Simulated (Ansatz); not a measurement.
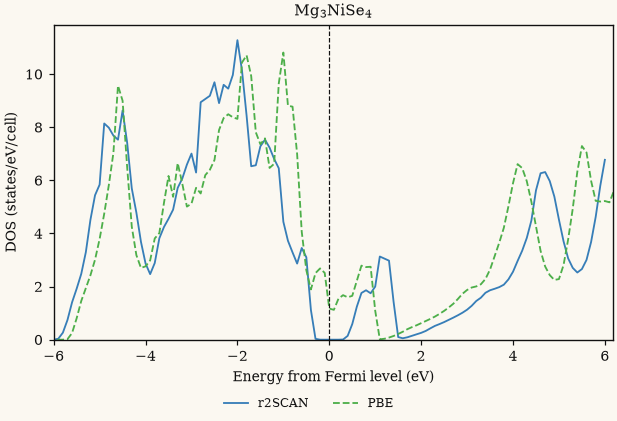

Total densities of states of Mg3NiSe4, space group Cmmm (No. 65), 8 atoms in the cell, by two methods on the same cell. Each is counted from its own Fermi level.

How do the methods compare?

Answer. r2SCAN gives a gap of 0.63 eV and PBE gives a metal with about 1.8 states per eV and cell at the Fermi level.

Settings. r2SCAN: DFT r2SCAN, scalar-relativistic, plane waves, PAW, spin-polarised, 6×6×10 k mesh, 500 eV cutoff (Ansatz 0.2.0). PBE: DFT PBE, scalar-relativistic, plane waves, PAW, spin-polarised, 6×6×10 k mesh, 420 eV cutoff, Gaussian smearing of 0.1 eV (Ansatz 0.2.0).

Gaps of Fe, Co and Ni magnets come out somewhat low on these PAW datasets. The run may have settled in a state above the lowest, so this need not be the ground state. The structure is an invented one, so it need not be a known or stable phase.
